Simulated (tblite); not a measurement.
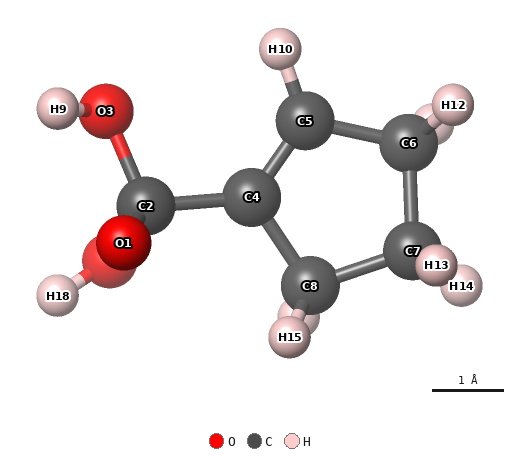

**Figure 1.** The structure (ball-and-stick view, seen on its broad side; atoms are numbered from 1 in the order of the input). Bond lengths as drawn: C–C 1.32 to 1.54 Å, C–H 1.08 to 1.10 Å, C–O 1.28 to 1.48 Å and H–O 0.96 Å.

# Frequency calculation of C6H9O3 (charge −1)

C6H9O3, charge −1, SMILES [O-]C(O)(O)C1=CCCC1, computed with GFN2-xTB harmonic vibrations, gas phase (tblite 0.8.0).

Input
```
{"job": {"kind": "ir", "xc": "GFN2-xTB", "basis": "xTB"}, "charge": -1, "multiplicity": 1}
O      2.523437     0.676111    -0.938666
C      2.097184    -0.242310    -0.161138
O      2.736430    -0.207450     1.157455
C      0.596240    -0.225275     0.082249
C     -0.067672     0.118951     1.174394
C     -1.560157     0.121494     0.966763
C     -1.704717     0.010510    -0.560121
C     -0.339926    -0.489730    -1.063315
H      3.507339     0.352637     1.008885
H      0.368808     0.345941     2.130726
H     -2.019433    -0.736496     1.474057
H     -2.035849     1.025428     1.361737
H     -1.911176     0.997354    -0.979801
H     -2.521400    -0.654951    -0.849781
H     -0.000890     0.030109    -1.959589
H     -0.349416    -1.561420    -1.279523
O      2.380149    -1.599175    -0.672553
H      3.122928    -1.459922    -1.270851
```

The first line tells a small driver script what to run in tblite; the rest is the geometry in Å.

Launch command:
```bash
OMP_NUM_THREADS=1 python <driver script> task.json out
```

The program's output
```
mode    cm-1     km/mol
  1      36.0      0.71
  2      87.2      1.20
  3     131.1      5.92
  4     159.6      3.86
  5     185.8     24.78
  6     285.2     64.67
  7     294.1     66.68
  8     339.9     15.55
  9     382.2     24.67
 10     449.2      6.44
 11     532.3      3.52
 12     565.3      0.52
 13     619.3     19.52
 14     648.6     15.67
 15     772.5     75.15
 16     801.8     83.75
 17     823.6    180.11
 18     841.0    321.50
 19     908.9     55.45
 20     931.5    195.99
 21     968.0      1.93
 22    1003.0      8.23
 23    1045.9      9.58
 24    1088.9      3.51
 25    1106.8      0.87
 26    1112.7     12.85
 27    1127.6     35.79
 28    1155.2     41.09
 29    1193.6      2.48
 30    1207.1     19.47
 31    1220.3     13.13
 32    1283.1      4.58
 33    1290.3      2.48
 34    1318.4      2.91
 35    1405.1    428.05
 36    1472.6      3.04
 37    1487.6      4.24
 38    1506.0      2.13
 39    1716.5      9.18
 40    2877.4     75.47
 41    2923.0    124.52
 42    2937.3     12.44
 43    2953.4    157.08
 44    2969.3     81.02
 45    2992.9     49.30
 46    3123.9     58.97
 47    3540.9      5.11
 48    3549.2      7.76
ZPE 367.081  H(298)-E 394.705  G(298)-E 277.537 kJ/mol  S 392.98 J/(mol K)
```

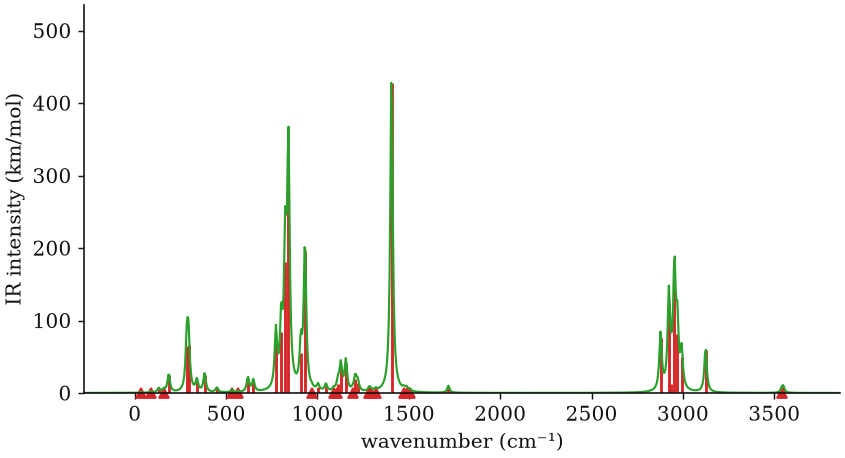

**Figure 2.** Harmonic infrared spectrum, unscaled: sticks (degenerate modes added up, dark ones marked on the axis) with a Lorentzian envelope of 16 cm⁻¹ full width, scaled to the tallest stick. 48 modes from 36 to 3549 cm⁻¹, none imaginary. The strongest line is at 1405 cm⁻¹ (428 km/mol).

Results in brief

```tsv
quantity	value
outcome	converged
total energy	−811.6556 eV
zero-point energy	87.7340 kcal/mol
hardware	1 CPU thread, shared host
wall time	0.53 s
peak memory	0.38 GiB
```
